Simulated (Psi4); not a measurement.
**One shape, several levels: doublet CH2GeN**

We compute a comparison of 3 runs (UHF/3-21G, UHSE06/cc-pVDZ, UTPSSh/cc-pVDZ) of doublet CH2GeN. 

The calculation is run with Psi4 1.11.

**1. The molecule**

CH2GeN: 5 atoms, total charge 0, spin state doublet. SMILES of the parent species: `N#[C][GeH2-]`. The shape comes from GFN2-xTB, which is rough for such elements, and wasn't checked as a minimum. That shape belongs to the parent species and isn't relaxed for this state.

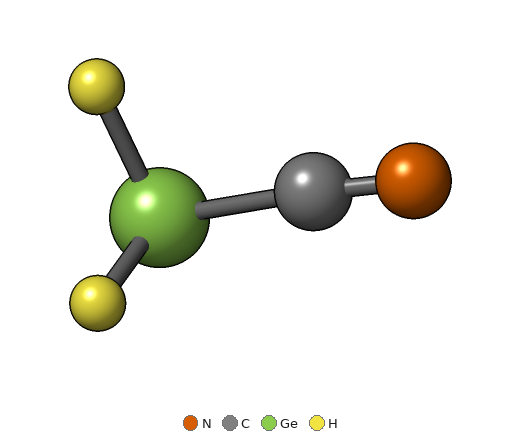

The structure, seen from a chosen angle (nitrogen orange, carbon grey, germanium green, hydrogen yellow).

**2. Energy and forces at UHF/3-21G (run 1)**

Input file calc.inp:

```
memory 1600 MB

molecule molecule1 {
  0 2
  N      1.312220    -1.146800     1.308460
  C      0.698540    -0.577140     0.507840
  Ge    -0.115330     0.254410    -1.086220
  H     -1.622730    -0.214430    -0.512130
  H     -0.272690     1.683960    -0.217940
  symmetry c1
}

set {
  reference uhf
  puream true
  e_convergence 1e-09
  d_convergence 1e-08
  scf_type pk
  maxiter 200
}

E, wfn = gradient('scf/3-21G', return_wfn=True)
print_variables()
```

On the command line:

```sh
$ psi4 -n 1 calc.inp calc.out
```

calc.out:

```text
[...]
  Running in c1 symmetry.
[...]
  Nuclear repulsion =  133.588053856603636
[...]
  Multiplicity = 2
[...]
  Nalpha       = 24
  Nbeta        = 23
[...]
    Number of basis functions: 44
[...]
   @UHF iter   1: -2157.68325459139760   -4.57196e+00   1.95583e-02 DIIS/ADIIS
[...]
   @UHF iter  22: -2158.21492395534096   -1.36424e-12   8.84193e-09 DIIS
[...]
   @S^2 Observed:                8.332699838E-01
[...]
  @UHF Final Energy: -2158.21492395534096
   => Energetics <=
    Nuclear Repulsion Energy =            133.5880538566036364
    One-Electron Energy =               -3274.1035623508041681
    Two-Electron Energy =                 982.3005845388599937
    Total Energy =                      -2158.2149239553409643
  UHF NO Occupations:
  HONO-2 :   22  A 1.9889117
  HONO-1 :   23  A 1.9716139
[...]
  -Total Gradient:
     Atom            X                  Y                   Z
    ------   -----------------  -----------------  -----------------
       1        0.014596641018    -0.011599163662     0.005900425776
       2       -0.027329165186     0.017007761905     0.017320582937
       3        0.045053038724    -0.018287612320    -0.088572934358
       4       -0.019525097284     0.001571797841     0.031973329528
       5       -0.012795417263     0.011307216255     0.033378596084
[...]
```

It took 3.3 s on 1 thread of Intel Xeon Platinum 8259CL at 2.50GHz (Skylake/Cascade Lake), shared host; peak memory 0.2 GiB.

**3. Energy and gradient at UHSE06/cc-pVDZ (run 2)**

Input file run.py:

```python
import psi4

psi4.set_memory(1600000000)
psi4.set_num_threads(1)
psi4.set_output_file('ch2gen.out', False)

molecule = psi4.geometry("""
0 2
N      1.312220    -1.146800     1.308460
C      0.698540    -0.577140     0.507840
Ge    -0.115330     0.254410    -1.086220
H     -1.622730    -0.214430    -0.512130
H     -0.272690     1.683960    -0.217940
units angstrom
symmetry c1
no_reorient
no_com
""")

options = {'basis': 'cc-pVDZ', 'reference': 'uks', 'puream': True, 'e_convergence': 1e-09, 'd_convergence': 1e-08, 'scf_type': 'pk', 'dft_radial_points': 99, 'dft_spherical_points': 590, 'maxiter': 200}
psi4.set_options(options)

E, wfn = psi4.gradient('HSE06', molecule=molecule, return_wfn=True)
print('gradient / Eh bohr^-1')
print(E.np.round(6))
print(f'energy = {wfn.energy():.10f} Eh')
```

On the command line:

```sh
$ python run.py
```

ch2gen.out:

```text
[...]
  Running in c1 symmetry.
[...]
  Nuclear repulsion =  133.588053856603608
[...]
  Multiplicity = 2
[...]
  Nalpha       = 24
  Nbeta        = 23
[...]
    Number of basis functions: 65
[...]
   @UKS iter   1: -2169.87322954775937   -3.31897e+00   1.76081e-02 ADIIS/DIIS
[...]
   @UKS iter  15: -2170.56282486260034   -2.50111e-11   6.34620e-09 DIIS
[...]
   @S^2 Observed:                7.558638303E-01
[...]
  @UKS Final Energy: -2170.56282486260034
   => Energetics <=
    Nuclear Repulsion Energy =            133.5880538566036080
    One-Electron Energy =               -3285.1400932367123460
    Two-Electron Energy =                1050.8379818704788704
    DFT Exchange-Correlation Energy =     -69.8487673529701567
    Empirical Dispersion Energy =           0.0000000000000000
    VV10 Nonlocal Energy =                  0.0000000000000000
    Total Energy =                      -2170.5628248626003369
[...]
  -Total Gradient:
     Atom            X                  Y                   Z
    ------   -----------------  -----------------  -----------------
       1       -0.008917672621     0.009385764022    -0.018975341867
       2       -0.001443011979    -0.004333218871     0.033526979143
       3        0.040467882879    -0.018005368745    -0.069253112723
       4       -0.017986975636     0.002233473237     0.026730193613
       5       -0.012110317345     0.010715279216     0.027960954232
[...]
```

On the terminal:

```text
gradient / Eh bohr^-1
[[-0.008918  0.009386 -0.018975]
 [-0.001443 -0.004333  0.033527]
 [ 0.040468 -0.018005 -0.069253]
 [-0.017987  0.002233  0.02673 ]
 [-0.01211   0.010715  0.027961]]
energy = -2170.5628248626 Eh
```

It took 2.6 min on 1 thread of Intel Xeon Platinum 8259CL at 2.50GHz (Skylake/Cascade Lake), shared host; peak memory 0.94 GiB.

**4. Energy and forces at UTPSSh/cc-pVDZ (run 3)**

Input file ch2gen.dat:

```
memory 1.6 GB

molecule {
  0 2
  N      2.47973642    -2.16713792     2.47263105
  C      1.32004929    -1.09063654     0.95967852
  Ge    -0.21794211     0.48076522    -2.05265831
  H     -3.06651527    -0.40521397    -0.96778544
  H     -0.51530942     3.18222320    -0.41184691
  units au
  symmetry c1
  no_reorient
  no_com
}

set basis cc-pVDZ
set reference uks
set puream true
set e_convergence 1e-09
set d_convergence 1e-08
set scf_type pk
set dft_radial_points 99
set dft_spherical_points 590
set maxiter 200

result, w = gradient("tpssh", return_wfn=True)
oeprop(w, "QUADRUPOLE", "MULLIKEN_CHARGES", "WIBERG_LOWDIN_INDICES")
```

On the command line:

```sh
$ psi4 -i ch2gen.dat -o ch2gen.out -n 1
```

ch2gen.out:

```text
[...]
  Running in c1 symmetry.
[...]
  Nuclear repulsion =  133.588053876075634
[...]
  Multiplicity = 2
[...]
  Nalpha       = 24
  Nbeta        = 23
[...]
    Number of basis functions: 65
[...]
   @UKS iter   1: -2170.20459167925947   -3.16882e+00   1.78302e-02 ADIIS/DIIS
[...]
   @UKS iter  15: -2170.91110705316805    4.54747e-13   6.79352e-09 DIIS
[...]
   @S^2 Observed:                7.555071914E-01
[...]
  @UKS Final Energy: -2170.91110705316805
   => Energetics <=
    Nuclear Repulsion Energy =            133.5880538760756338
    One-Electron Energy =               -3284.8494231970171313
    Two-Electron Energy =                1063.2746827224148092
    DFT Exchange-Correlation Energy =     -82.9244204546412931
    Empirical Dispersion Energy =           0.0000000000000000
    VV10 Nonlocal Energy =                  0.0000000000000000
    Total Energy =                      -2170.9111070531680525
[...]
  -Total Gradient:
     Atom            X                  Y                   Z
    ------   -----------------  -----------------  -----------------
       1       -0.016697182217     0.016605336566    -0.029111915091
       2        0.005681487101    -0.010811231933     0.041899333807
       3        0.041063657487    -0.018787080197    -0.066975439490
       4       -0.018131160349     0.002018328052     0.026443337724
       5       -0.011916606782     0.010972777428     0.027747631432
[...]
```

Wall time 1.8 min (1 thread of Intel Xeon Platinum 8259CL at 2.50GHz (Skylake/Cascade Lake), shared host); peak memory 1 GiB.

**5. The series**

```tsv
run	level	integration grid	energy (Eh)	dipole moment (D)	HOMO energy (eV)	LUMO energy (eV)	wall time
1	UHF/3-21G	–	-2158.214924	4.78	-11.11	-1.58	3.3 s
2	UHSE06/cc-pVDZ	99 radial × 590 angular	-2170.562825	3.97	-8.09	-5.73	2.6 min
3	UTPSSh/cc-pVDZ	99 radial × 590 angular	-2170.911107	3.87	-7.92	-5.76	1.8 min
```

**6. Summary of results**

| quantity | value |
| --- | --- |
| run 3: total energy | -2170.91111 Eh |
| run 3: dipole moment | 3.87 D |
| run 3: HOMO energy (highest over α and β) | -7.92 eV |
| run 3: LUMO energy (lowest over α and β) | -5.76 eV |
| run 3: ⟨S²⟩ | 0.756 |
| run 3: largest force on an atom | 4.154 eV/Å |

The dipole moment (its size) runs from 3.87 D (UTPSSh/cc-pVDZ) to 4.78 D (UHF/3-21G). The two ends differ in method and basis. Totals of different functionals can't be ranked against each other. All runs together took 4.4 min, the longest 2.6 min.
